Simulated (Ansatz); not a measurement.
# TiSeS monolayer, Janus: modes against uniaxial strain along a, the zigzag direction, with the width clamped, part 2 of 2

Wanted: the shifts of the zone-centre modes of TiSeS monolayer, Janus with strain.

Ansatz 0.2.0; DFT PBEsol, scalar-relativistic, plane waves, PAW; PAW set soft_1.

So far. Step 4 (Tight relaxation): The largest force component left is 0.21 meV/Å, within the tolerances set.

### 5. Modes at rest

The force constants come from the linear response of the density to a displacement.

The modes at rest are the reference of the series.

input.yaml

```yaml
crystal:
  lattice:
    - [3.4099453813, 0.0, 0.0]
    - [-1.7049726907, 2.9530993257, 0.0]
    - [0.0, 0.0, 30.0]
  atoms:
    - { symbol: Ti, position: [0.0, 0.0, 0.3353131118] }
    - { symbol: S, position: [0.3333333333, 0.6666666667, 0.3801394222] }
    - { symbol: Se, position: [0.6666666667, 0.3333333333, 0.2812141327] }
  periodic: [true, true, false]
kpoints:
  mp_grid: { grid: [15, 15, 1] }
hamiltonian:
  xc: pbesol
  pseudopotentials: { kind: paw, azcp: { folder: soft_1 }, xc_functional: pbe }
scf:
  occupations: { method: methfessel_paxton, width: 0.2 }
output:
  eigenvalues: true
phonons:
  method: dfpt
```

Run with:

```console
$ ansatz run input.yaml --threads 8 --pin off --max-ram 16384MiB --backend cpu --events-out ev --progress --plain --runs-dir out
```

Numbers of over 12 decimals in the logs are rounded to 6 here.

What it wrote:

```text
[...]
Crystal: 3 atoms, lattice volume = 302.097 Å³
Basis set: ecut = 420 eV, 5909 PW (Γ), exchange–correlation on 48×48×432 points (8 copies of the dense FFT grid, shifted against one another)
Bands: 21, of which v1, the nominal top of the filled ones, is band 17 counted from 1 (16 counted from 0)
Symmetry: 6 space group operations
k-points: 64 of 225 (irreducible under 2 space group operations, time reversal used)
[...]
SCF iter   1: F=—  HF=-8787.423794 eV  |F-HF|=—  |Δ(HF+E_count)|=         —  Δρ=2.58e-2  dr2=2.58e0  ethr=3.10e-3  ⟨swp⟩=14.7  Hψ=10983  notcnv=0
[...]
SCF iter  13: F=-8786.704280 eV  HF=-8786.704280 eV  |F-HF|=4.73e-11  |Δ(HF+E_count)|=  5.64e-10  S|Δr|=    0.00e0  Δρ=1.30e-8  dr2=5.36e-13  ethr=1.00e-12  ⟨swp⟩=13.2  Hψ=9273  notcnv=0
SCF 1 converged in 13 iterations: F = -8786.704280 eV  dr2 = 5.36e-13
[...]
DFPT response loops at Γ: preconditioner auto → none (partly filled bands, converged f_vac=0.775); β = 0.50; Broyden in place of MSR1
SCF converged after 13 iterations
[...]
Free energy (F): -8786.704280 eV
[...]
Internal energy: -8786.705152 eV  (E = F + TS)
E sigma→0 (E₀):  -8786.704498 eV
Entropy (-TS):   0.000872 eV (0.291 meV/atom)
Fermi energy:    -5.438118 eV
[...]
--- Band table (eV; the first three rows and the last of 64) ---
  k-point 0: bands = [... 13 lower, -8.1148, -7.1051, -4.9839, -4.9839, -4.9358, -4.9358, -4.4495, -1.7017]
  k-point 1: bands = [... 13 lower, -8.1007, -6.9410, -5.6232, -5.4074, -4.7853, -4.5289, -4.2510, -1.9633]
  k-point 2: bands = [... 13 lower, -8.0668, -6.7714, -6.4757, -5.8180, -4.8455, -4.1756, -4.0168, -2.4075]
  k-point 63: bands = [... 13 lower, -8.5493, -8.4597, -7.8293, -7.2232, -4.5884, -4.0200, -3.6678, -2.6761]
--- Phonons (Γ-DFPT): 6 representative perturbations + reference, on 64 of 225 k-points (Σ response iterations 27) ---
  k mesh reduced under 2 symmetry operations, with k and −k counted as one. Each operation leaves every solved perturbation unchanged. A smaller set is not used because it would not reduce the number of displacements times k-points to solve
  ASR residual: 5.571e-5 → 0.000e0 eV/Å²; symmetrization residual: 3.074e-5 eV/Å²
  ASR residual per site (eV/Å²): 5.57e-5 2.96e-5 2.33e-5
  Γ frequencies (cm⁻¹): 0.00 0.00 0.00 126.05 126.05 231.33 231.33 245.44 370.87
  non-analytic LO–TO correction: not included (Born effective charges unavailable; polar crystals: no LO–TO splitting at Γ)
```

Run time: 36 s. Hardware: 8 threads of INTEL XEON PLATINUM 8581C at 2.10GHz (Emerald Rapids), shared host; peak memory 1.9 GiB.

Numbers from this step:

```
sum-rule residual before enforcement                    : 5.57e-5 eV/Å²
point group                                             : 3m
highest optical mode at the zone centre (no LO-TO term) : 370.9 cm⁻¹
lowest optical zone-centre mode                         : 126.0 cm⁻¹
```

Patterns of degenerate modes are one choice out of their space. Modes at Γ, with each element's share of the kinetic energy:

```tsv
mode	frequency (cm⁻¹)	symmetry	Ti %	S %	Se %
1	0.0	acoustic	30	20	50
2	0.0	acoustic	30	20	50
3	0.0	acoustic	30	20	50
4	126.0	E	51	4	46
5	126.0	E	51	4	46
6	231.3	E	19	76	5
7	231.3	E	19	76	5
8	245.4	A1	15	38	48
9	370.9	A1	55	42	3
```

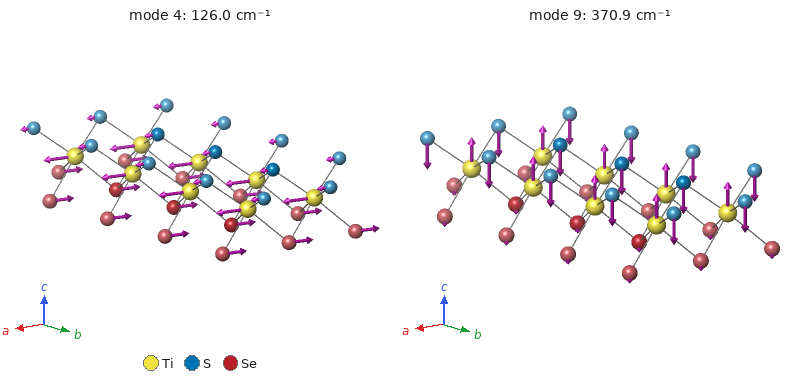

Displacement patterns of modes 4 and 9 at Γ; arrows are exaggerated. 1×3×1 cells are drawn. Some periodic images of atoms are drawn too.

Before it was imposed, the acoustic sum rule was missed by 5.6e-5 eV/Å². Small misses are needed for a sound result but don't prove that mesh and cutoff are converged. The lowest optical mode is real, 126 cm⁻¹.

### 6. A member of the series: uniaxial strain of +5 % along a, the zigzag direction, with the width clamped

The cell takes a uniaxial strain of +5 % along a, the zigzag direction, with the width clamped. The cell is held, and the atoms relax in it.

input.yaml, the sections that differ from step 5:

```yaml
crystal:
  lattice:
    - [3.5804426503, 0.0, 0.0]
    - [-1.7902213252, 2.9530993257, 0.0]
    - [0.0, 0.0, 30.0]
  atoms:
    - { symbol: Ti, position: [-0.0013831963, -0.0027663926, 0.335426368] }
    - { symbol: S, position: [0.3365301221, 0.6730602442, 0.3790697132] }
    - { symbol: Se, position: [0.6648530743, 0.3297061485, 0.2821705855] }
  periodic: [true, true, false]
output:
  forces: true
  stress: true
  eigenvalues: true
relax:
  adjacent_minimum: "off"
  f_tol: 0.001
  max_steps: 60
# kpoints, hamiltonian, scf: as in step 5
# phonons: removed
```

What it wrote:

```text
[...]
F+E_penalty+E_count = -8786.65344869 eV   max|allowed force component| = 5.258e-4 eV/Å
  cell:  # Å, volume = 317.2021 Å³
    - [3.5804426503, 3.031088878304858e-11, 0.0]
    - [-1.790221325175, 2.953099, 0.0]
    - [0.0, 0.0, 30.0]
  atoms:
    - { symbol: Ti, position: [-0.00184942, -0.00369885, 0.335466] }
    - { symbol: S, position: [0.337315, 0.674630, 0.378804] }
    - { symbol: Se, position: [0.664534, 0.329069, 0.282397] }
[key lines of the parts left out:]
SCF converged after 7 iterations
Free energy (F): -8786.653449 eV
Fermi energy:    -5.467792 eV
P = ½ c Tr σ = -1.8974 N/m
```

Wall time 20 s (8 threads); peak memory 1.1 GiB.

Relaxation path:

```tsv
step	energy less that of the first step (eV)	largest force component (eV/Å)
1	0.0000	0.0865
2	-0.0005	0.0595
3	-0.0007	0.0141
4	-0.0007	0.0052
5	-0.0007	0.0005
```

Forces are held to the 2 operations that the run works with; a distortion that breaks them can't arise in this run.

The relaxed structure:

```cif
data_structure
_symmetry_space_group_name_H-M 'P 1'
_symmetry_Int_Tables_number 1
_cell_length_a 3.5804
_cell_length_b 3.4534
_cell_length_c 30.0000
_cell_angle_alpha 90.000
_cell_angle_beta 90.000
_cell_angle_gamma 121.225
_cell_volume 317.20
loop_
_atom_site_label
_atom_site_type_symbol
_atom_site_fract_x
_atom_site_fract_y
_atom_site_fract_z
_atom_site_occupancy
Ti1 Ti 0.99815 0.99630 0.33547 1
S2 S 0.33732 0.67463 0.37880 1
Se3 Se 0.66453 0.32907 0.28240 1
```

This step gave:

* area per atom: 3.524 Å²

The largest force component left is 0.53 meV/Å.

### 7. Zone-centre modes of the member: uniaxial strain of +5 % along a, the zigzag direction, with the width clamped

The zone-centre modes follow for uniaxial strain of +5 % along a, the zigzag direction, with the width clamped.

input.yaml, the sections that differ from step 6:

```yaml
crystal:
  lattice:
    - [3.5804426503, 0.0, 0.0]
    - [-1.7902213252, 2.9530993257, 0.0]
    - [0.0, 0.0, 30.0]
  atoms:
    - { symbol: Ti, position: [-0.0018494241, -0.0036988482, 0.335465783] }
    - { symbol: S, position: [0.3373151154, 0.6746302307, 0.3788042375] }
    - { symbol: Se, position: [0.6645343088, 0.3290686175, 0.2823966463] }
  periodic: [true, true, false]
output:
  eigenvalues: true
phonons:
  method: dfpt
# kpoints, hamiltonian, scf: as in step 6
# relax: removed
```

What it wrote:

```text
zone centre: on kpoints.mp_grid the ground state, and the responses unless they are solved on pairs of k-points, stand on 64 of the mesh's 225 k-points, reduced under 2 symmetry operations, with k and −k counted as one. Each operation leaves every solved displacement unchanged or reverses it
[...]
Crystal: 3 atoms, lattice volume = 317.202 Å³
Basis set: ecut = 420 eV, 6181 PW (Γ), exchange–correlation on 48×48×432 points (8 copies of the dense FFT grid, shifted against one another)
Bands: 21, of which v1, the nominal top of the filled ones, is band 17 counted from 1 (16 counted from 0)
Symmetry: 2 space group operations
k-points: 64 of 225 (time reversal used)
[...]
SCF iter   1: F=—  HF=-8787.407089 eV  |F-HF|=—  |Δ(HF+E_count)|=         —  Δρ=2.73e-2  dr2=2.96e0  ethr=3.10e-3  ⟨swp⟩=14.2  Hψ=10723  notcnv=0
[...]
SCF iter  14: F=-8786.653449 eV  HF=-8786.653449 eV  |F-HF|=6.00e-11  |Δ(HF+E_count)|=   1.68e-9  S|Δr|=    0.00e0  Δρ=2.71e-8  dr2=2.66e-12  ethr=1.00e-12  ⟨swp⟩=13.0  Hψ=10802  notcnv=0
SCF 1 converged in 14 iterations: F = -8786.653449 eV  dr2 = 2.66e-12
[...]
SCF converged after 14 iterations
[...]
Free energy (F): -8786.653449 eV
[...]
Internal energy: -8786.656388 eV  (E = F + TS)
E sigma→0 (E₀):  -8786.654183 eV
Entropy (-TS):   0.002939 eV (0.980 meV/atom)
Fermi energy:    -5.467795 eV
[...]
--- Band table (eV; the first three rows and the last of 64) ---
  k-point 0: bands = [... 13 lower, -8.2247, -6.9498, -5.3758, -5.2491, -5.1537, -4.9738, -4.4526, -1.9495]
  k-point 1: bands = [... 13 lower, -8.4136, -6.8003, -5.7816, -5.6810, -4.8763, -4.8618, -4.3052, -2.0944]
  k-point 2: bands = [... 13 lower, -8.4488, -6.6880, -6.4230, -6.2119, -4.9116, -4.4950, -4.1207, -2.5189]
  k-point 63: bands = [... 13 lower, -8.6318, -8.4715, -7.8037, -7.1425, -4.7031, -4.2008, -4.0654, -2.7646]
[...]
ASR residual: 5.786e-5 → 0.000e0 eV/Å²; symmetrization residual: 2.303e-5 eV/Å²
  ASR residual per site (eV/Å²): 5.79e-5 4.53e-5 2.37e-5
  Γ frequencies (cm⁻¹): 0.00 0.00 0.00 125.57 125.77 225.78 229.75 240.40 349.50
[...]
```

Wall time 52 s (8 threads); peak memory 1.9 GiB; 5.9 min of CPU time.

This step gave:

| Item | Value |
| --- | --- |
| sum-rule residual before enforcement | 5.79e-5 eV/Å² |
| point group | m |
| highest optical mode at the zone centre (no LO-TO term) | 349.5 cm⁻¹ |
| lowest optical zone-centre mode | 125.6 cm⁻¹ |

Patterns of degenerate modes are one choice out of their space. Modes at Γ, with each element's share of the kinetic energy:

```tsv
mode	frequency (cm⁻¹)	symmetry	Ti %	S %	Se %
1	0.0	acoustic	30	20	50
2	0.0	acoustic	30	20	50
3	0.0	acoustic	30	20	50
4	125.6	A''	49	4	46
5	125.8	A'	53	2	44
6	225.8	A'	16	78	6
7	229.8	A''	20	75	4
8	240.4	A'	15	38	48
9	349.5	A'	55	42	3
```

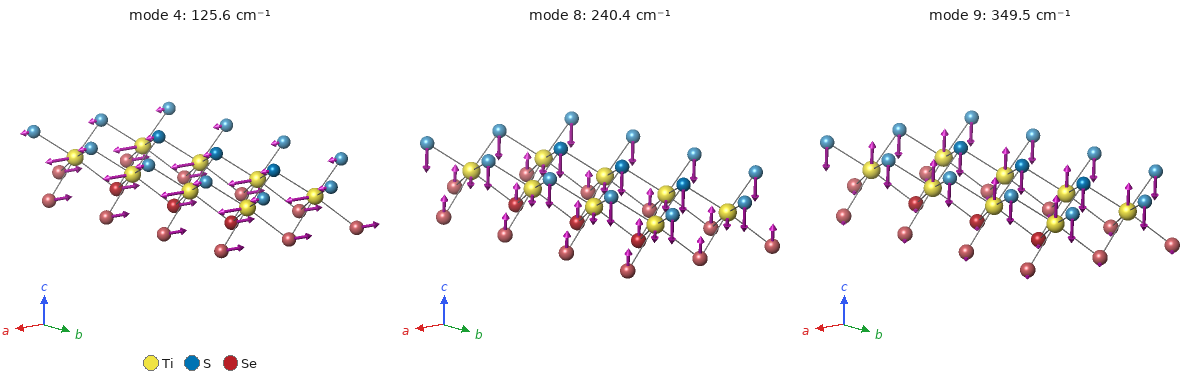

Displacement patterns of modes 4, 8 and 9 at Γ; arrows are exaggerated. 1×3×1 cells are drawn. Some periodic images of atoms are drawn too.

The lowest optical mode is real, 126 cm⁻¹, and the highest lies at 349.5 cm⁻¹.

Between step 5 and this run (strain 5 %) the value for the highest optical mode at the zone centre (no LO-TO term) moves from 371 cm⁻¹ to 350 cm⁻¹ (-6 %).

### 8. A member of the series: uniaxial strain of -3 % along a, the zigzag direction, with the width clamped

The cell takes a uniaxial strain of -3 % along a, the zigzag direction, with the width clamped. The cell is held, and the atoms relax in it.

input.yaml, the sections that differ from step 7:

```yaml
crystal:
  lattice:
    - [3.3076470199, 0.0, 0.0]
    - [-1.65382351, 2.9530993257, 0.0]
    - [0.0, 0.0, 30.0]
  atoms:
    - { symbol: Ti, position: [0.0006031478, 0.0012062956, 0.3352830236] }
    - { symbol: S, position: [0.3315923386, 0.6631846772, 0.3806783391] }
    - { symbol: Se, position: [0.6678045136, 0.3356090272, 0.280705304] }
  periodic: [true, true, false]
output:
  forces: true
  stress: true
  eigenvalues: true
relax:
  adjacent_minimum: "off"
  f_tol: 0.001
  max_steps: 60
# kpoints, hamiltonian, scf: as in step 7
# phonons: removed
```

What it wrote:

```text
[...]
Crystal: 3 atoms, lattice volume = 293.034 Å³
Basis set: ecut = 420 eV, 5793 PW (Γ), exchange–correlation on 48×48×432 points (8 copies of the dense FFT grid, shifted against one another)
Bands: 21, of which v1, the nominal top of the filled ones, is band 17 counted from 1 (16 counted from 0)
Symmetry: 2 space group operations
[...]
F+E_penalty+E_count = -8786.68408437 eV   max|allowed force component| = 2.595e-4 eV/Å
  cell:  # Å, volume = 293.0343 Å³
    - [3.3076470199, 2.8001492029503605e-11, 0.0]
    - [-1.653823509975, 2.953099, 0.0]
    - [0.0, 0.0, 30.0]
  atoms:
    - { symbol: Ti, position: [0.000840258, 0.00168052, 0.335274] }
    - { symbol: S, position: [0.330710, 0.661419, 0.380949] }
    - { symbol: Se, position: [0.668450, 0.336900, 0.280444] }
[key lines of the parts left out:]
SCF converged after 5 iterations
Free energy (F): -8786.684084 eV
Fermi energy:    -5.402522 eV
P = ½ c Tr σ = 1.3189 N/m
```

Run time: 19 s. Hardware: 8 threads; peak memory 1 GiB; 2.3 min of CPU time.

Step by step:

```tsv
step	energy less that of the first step (eV)	largest force component (eV/Å)
1	0.0000	0.1021
2	-0.0008	0.0489
3	-0.0009	0.0111
4	-0.0009	0.0024
5	-0.0009	0.0003
```

Forces are held to the 2 operations that the run works with; a distortion that breaks them can't arise in this run.

The relaxed structure:

```xyz
3
Lattice="3.3076 0.0000 0.0000 -1.6538 2.9531 0.0000 0.0000 0.0000 30.0000" Properties=species:S:1:pos:R:3
Ti    0.0000    0.0050   10.0582
S     0.0000    1.9532   11.4285
Se    1.6538    0.9949    8.4133
```

This step gave:

| Property | Result |
| --- | --- |
| area per atom | 3.256 Å² |

The largest force component left is 0.26 meV/Å.

### 9. Modes of this member: uniaxial strain of -3 % along a, the zigzag direction, with the width clamped

The zone-centre modes follow for uniaxial strain of -3 % along a, the zigzag direction, with the width clamped.

input.yaml, the sections that differ from step 8:

```yaml
crystal:
  lattice:
    - [3.3076470199, 0.0, 0.0]
    - [-1.65382351, 2.9530993257, 0.0]
    - [0.0, 0.0, 30.0]
  atoms:
    - { symbol: Ti, position: [0.0008402581, 0.0016805161, 0.3352744628] }
    - { symbol: S, position: [0.3307097268, 0.6614194536, 0.3809486671] }
    - { symbol: Se, position: [0.6684500151, 0.3369000303, 0.2804435368] }
  periodic: [true, true, false]
output:
  eigenvalues: true
phonons:
  method: dfpt
# kpoints, hamiltonian, scf: as in step 8
# relax: removed
```

What it wrote:

```text
[...]
Crystal: 3 atoms, lattice volume = 293.034 Å³
Basis set: ecut = 420 eV, 5793 PW (Γ), exchange–correlation on 48×48×432 points (8 copies of the dense FFT grid, shifted against one another)
Bands: 21, of which v1, the nominal top of the filled ones, is band 17 counted from 1 (16 counted from 0)
Symmetry: 2 space group operations
k-points: 64 of 225 (time reversal used)
[...]
k-point 2: bands = [... 13 lower, -7.7750, -6.8455, -6.5030, -5.5348, -4.8339, -3.9444, -3.9382, -2.3419]
  k-point 63: bands = [... 13 lower, -8.4991, -8.4288, -7.8248, -7.2535, -4.5194, -3.9785, -3.3239, -2.6229]
[...]
ASR residual: 5.734e-5 → 0.000e0 eV/Å²; symmetrization residual: 5.364e-6 eV/Å²
  ASR residual per site (eV/Å²): 5.73e-5 3.13e-5 2.56e-5
  Γ frequencies (cm⁻¹): 0.00 0.00 0.00 130.24 130.27 235.27 238.00 248.95 384.39
[...]
[key lines of the parts left out:]
SCF converged after 12 iterations
Free energy (F): -8786.684084 eV
Fermi energy:    -5.402522 eV
```

Run time: 49 s. Hardware: 8 threads; peak memory 1.9 GiB; 5.5 min of CPU time.

Numbers from this step:

- sum-rule residual before enforcement: 5.73e-5 eV/Å²
- highest optical mode at the zone centre (no LO-TO term): 384.4 cm⁻¹
- lowest optical zone-centre mode: 130.2 cm⁻¹

Patterns of degenerate modes are one choice out of their space. The modes at Γ (shares of kinetic energy by element, %):

```tsv
mode	frequency (cm⁻¹)	symmetry	Ti %	S %	Se %
1	0.0	acoustic	30	20	50
2	0.0	acoustic	30	20	50
3	0.0	acoustic	30	20	50
4	130.2	A'	47	6	47
5	130.3	A''	48	5	47
6	235.3	A''	22	74	3
7	238.0	A'	23	74	3
8	248.9	A'	15	38	47
9	384.4	A'	55	42	3
```

The lowest optical mode is real, 130 cm⁻¹, and the highest lies at 384.4 cm⁻¹.

Between step 5 and this run (strain -3 %) the value for the highest optical mode at the zone centre (no LO-TO term) moves from 371 cm⁻¹ to 384 cm⁻¹ (+4 %).

### 10. All members side by side

The members are set side by side, also those not shown above.

Energies are extrapolated to zero smearing, and E0 is that at rest; the cell is clamped and the atoms are relaxed; all runs use 15×15×1 k points and Methfessel-Paxton smearing of 0.2 eV. State of the crystal along the series:

```tsv
strain (%)	E - E0 (meV/atom)
-3	6.712
-2	2.914
-1	0.7086
0	0
1	0.6819
2	2.714
3	6.096
4	10.81
5	16.77
```

Optical modes are counted from below at rest and tracked from member to member by their patterns, and modes that stay within 0.3 cm⁻¹ of each other stand once; labels, where given, are those at rest, then, where named, those of the strained cell; the cell is clamped and the atoms are relaxed; all runs use 15×15×1 k points and Methfessel-Paxton smearing of 0.2 eV. Optical modes along the series:

```tsv
strain (%)	optical mode 1 E to A' single part (cm⁻¹)	optical mode 2 E to A'' single part (cm⁻¹)	optical mode 3 E to A' single part (cm⁻¹)	optical mode 4 E to A'' single part (cm⁻¹)	optical mode 5 A1 to A' (cm⁻¹)	optical mode 6 A1 to A' (cm⁻¹)
-3	130.2	130.3	238	235.3	248.9	384.4
-2	127.7	127.8	234.9	233.1	248.2	379.9
-1	126.5	126	232.8	231.6	246.9	375.4
0	126	126	231.3	231.3	245.4	370.9
1	126.2	127.9	230.5	232.1	244.2	366.4
2	127.4	130.3	230.2	233.4	243.4	362
3	128.8	131.5	229.9	234	242.7	357.8
4	128.6	130.1	228.6	232.7	241.7	353.6
5	125.8	125.6	225.8	229.8	240.4	349.5
```

Value and slope at zero strain of a cubic (a lower polynomial where under five rows exist) through the rows within 2 % of rest. Slopes at rest:

```tsv
mode	frequency (cm⁻¹)	shift per percent of strain (cm⁻¹)
optical mode 1 E to A' single part	126	-0.15
optical mode 2 E to A'' single part	126.2	1.06
optical mode 3 E to A' single part	231.3	-1.08
optical mode 4 E to A'' single part	231.4	0.32
optical mode 5 A1 to A'	245.5	-1.39
optical mode 6 A1 to A'	370.9	-4.51
```

### 11. Results

| Quantity | Value |
| --- | --- |
| members | 9 |
| highest optical mode at the zone centre (no LO-TO term), at rest | 370.9 cm⁻¹ |
| optical mode 3 E to A' single part, shift per percent | -1.08 cm⁻¹ |
| optical mode 4 E to A'' single part, shift per percent | 0.32 cm⁻¹ |
| optical mode 5 A1 to A', shift per percent | -1.39 cm⁻¹ |
| optical mode 6 A1 to A', shift per percent | -4.51 cm⁻¹ |

The strain lowers the symmetry: the level at 231.3 cm⁻¹ splits, into 225.8 and 229.8 cm⁻¹ at +5 %. Within 2 % of rest several modes bend away from a straight line, so single slopes hold only near rest. The fastest shift in the table of slopes is -4.5 cm⁻¹ for each percent (optical mode 6 A1 to A'). The width is clamped, so the contraction across the strain that a free sheet shows is left out. These are harmonic frequencies at zero temperature: anharmonic shifts, linewidths and thermal expansion are left out. With no gap, or one that is small against the smearing, the frequencies hang on the k mesh and the smearing, most of all near Kohn anomalies. A semilocal functional can close a gap that the real compound would have, so the metallic treatment may be an artefact of the level. The starting cell was built on a prototype and not taken from a measurement. The PAW files were made for PBE; the program adapts parts of them to the functional of the run, but their partial waves stay those of PBE, an approximation that was not tested in this session. Only the zone centre was solved, so an instability at another wavevector cannot show here.

[Logs are printed without paths, hosts, clocks, repeated set-up lines and the standing remarks that a program may print on its own settings, such as how far it seeks lower states.]

[Hosts, paths, dates, database ids (printed as entryN), source tags and the programs' standing remarks are cut or masked in the printed files.]
